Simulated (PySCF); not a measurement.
# C2Cl6 (hexachloroethane): the cost of one run

Computed with PySCF 2.14.0 and routines of our own; the level stands in each step. Atoms count from 0.

## (1) The starting structure

8 atoms, charge 0, multiplicity 1; geometry from: GFN2-xTB.

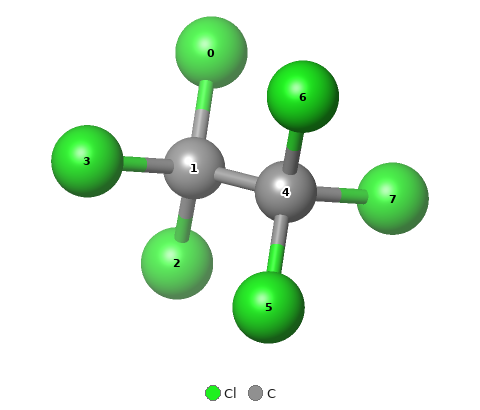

The starting geometry (chlorine green, carbon grey).

## (2) Geometry optimisation at PBE0-D3(BJ)/def2-SVP

What the job is given:

```
{"job": {"xc": "PBE0", "basis": "def2-SVP", "d3": "d3bj", "grid": 2, "kind": "geom"}, "charge": 0, "multiplicity": 1}
Cl    -1.035996     1.820601    -0.491567
C     -0.715040     0.209407     0.167419
Cl    -1.851941    -0.951272    -0.535919
Cl    -0.920075     0.241605     1.925366
C      0.717251    -0.206995    -0.173458
Cl     1.038326    -1.818347     0.485081
Cl     1.854309     0.953225     0.529997
Cl     0.922222    -0.238812    -1.931485
```

The run is started by

```console
$ OMP_NUM_THREADS=1 python excited_run.py task.json out
```

This one command runs all jobs of the session in turn.

Q: Estimate the wall time and peak memory of this first job on 1 thread of Arm Neoverse V1, shared host.

About 41 s, with a peak of 0.72 GiB.
